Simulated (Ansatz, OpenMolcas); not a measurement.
**How basis sets differ on GaGeH5 (SMILES [GaH2][GeH3])**

GaGeH5 has 7 atoms, charge 0, and is taken as a singlet. As SMILES, `[GaH2][GeH3]`. The coordinates come from a PBE0-D4/def2-TZVP relaxation.

Quantity: the HOMO–LUMO gap, in eV. The values are calculated.

| level | kind | program | value (eV) |
| --- | --- | --- | --- |
| HF/STO-3G | Hartree–Fock | OpenMolcas | 11.05 |
| HF/3-21G | Hartree–Fock | Ansatz | 10.47 |
| HF/def2-SVP | Hartree–Fock | Ansatz | 10.71 |
| HF/def2-SVPD | Hartree–Fock | OpenMolcas | 10.71 |

All-electron rows without a relativistic Hamiltonian named are non-relativistic. The values span 10.47 to 11.05 eV. A Hartree–Fock LUMO above zero doesn't converge with the basis: it sinks as sets grow more diffuse. Orbital gaps aren't excitation energies.

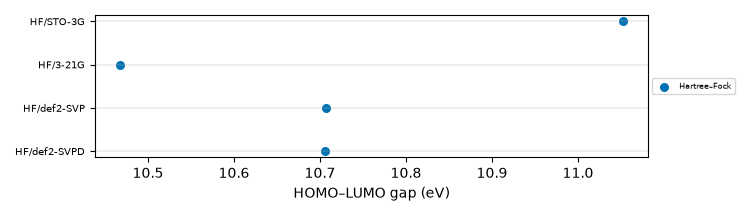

The values of the table, level by level.
